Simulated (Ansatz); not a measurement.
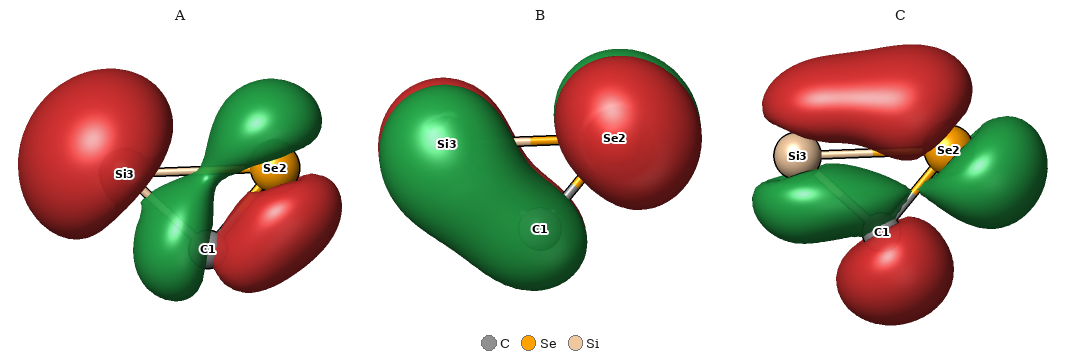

CSeSi (charge +1, doublet). Three frontier orbitals at ±0.1 Å⁻³ᐟ² (green and red are the two phases), in no order.

Geometry: PBE-D3(BJ)/def2-SVP.

The calculation used isolated molecule in a Gaussian basis; Kohn-Sham density functional theory, functional PBE0 (Ansatz).

Input

```
crystal:
  periodic: [false, false, false]
  atoms:
    - {symbol: C, position_ang: [-0.954117, -0.472628, 2.064326]}
    - {symbol: Se, position_ang: [-0.927789, -1.970838, 1.122999]}
    - {symbol: Si, position_ang: [-1.129801, 0.440188, 0.420150]}
basis:
  gaussian:
    orbitals: def2-TZVPD
total_charge: 1
magnetization:
  spin_polarized: true
  initial_magnetization: 1
hamiltonian:
  xc: {name: PBE0}
output:
  forces: true
  orbitals: {seedname: orbitals}
```

Launched as:

```sh
ansatz run input.yaml --threads 1 --pin off --max-ram 2610MiB --events-out events.jsonl --progress --plain --runs-dir runs
```

### Order the three orbitals by energy and name them. All are α orbitals.

A is the HOMO−1 (α) (−14.61 eV). By Hirshfeld shares it lies mainly on Si3 (about 60 %), Se2 (about 20 %) and C1 (about 20 %); it is symmetric in the molecular plane (an in-plane orbital: σ, lone-pair or in-plane π type). C is the HOMO (α) (−13.12 eV). It lies mainly on Se2 (about 40 %), C1 (about 35 %) and Si3 (about 20 %); it is symmetric in the molecular plane (an in-plane orbital: σ, lone-pair or in-plane π type). B is the LUMO (α) (−9.90 eV). By Hirshfeld shares it lies mainly on Se2 (about 45 %), Si3 (about 30 %) and C1 (about 25 %); it changes sign across the molecular plane (π type); π-bonding across C1–Si3; π-antibonding (a node) across C1–Se2 and Se2–Si3.

### What is the gap between the highest occupied and lowest empty α orbitals?

3.22 eV between the orbital energies.
